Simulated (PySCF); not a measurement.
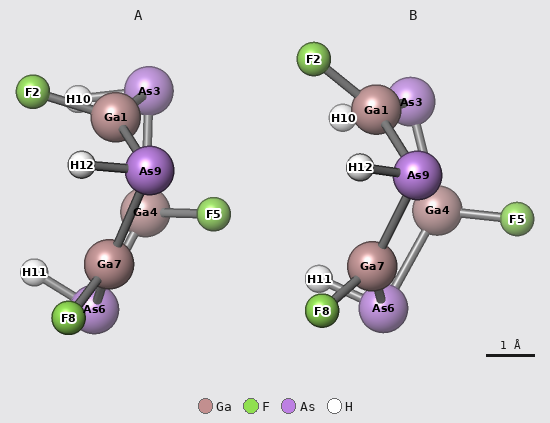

Two geometries of Ga3As3H3F3, drawn at one scale. One is the start of a relaxation, the other its converged end. Style: ball-and-stick. Shown from a free direction.

Computed with PBE0-D3(BJ)/def2-SVP geometry optimisation, gas phase in PySCF 2.14.0, density-fitted response routines. 

### Which one is relaxed?

Structure B is the relaxed one. The start comes from GFN2-xTB. Its atoms were then displaced at random by about 0.03 Å. The energy falls by 22.7 kcal/mol in 23 geometry steps. The largest move after the best rigid fit is that of F5, 0.91 Å. By element the largest moves are F 0.91 Å, H 0.48 Å, Ga 0.43 Å, As 0.38 Å. Some distances before and after: Ga4–F5 2.011 → 1.769 Å, As3–Ga4 2.585 → 2.405 Å, Ga1–As3 2.558 → 2.424 Å, Ga7–As9 2.527 → 2.414 Å. Bond angles that change, for instance: As3–Ga4–F5 93.6° → 111.4°, As3–Ga4–As6 153.1° → 137.8°, As3–Ga1–As9 142.9° → 128.6°. The run took 9.3 min on 2 threads of AMD EPYC 9R45 96-Core Processor, with other jobs on the host.
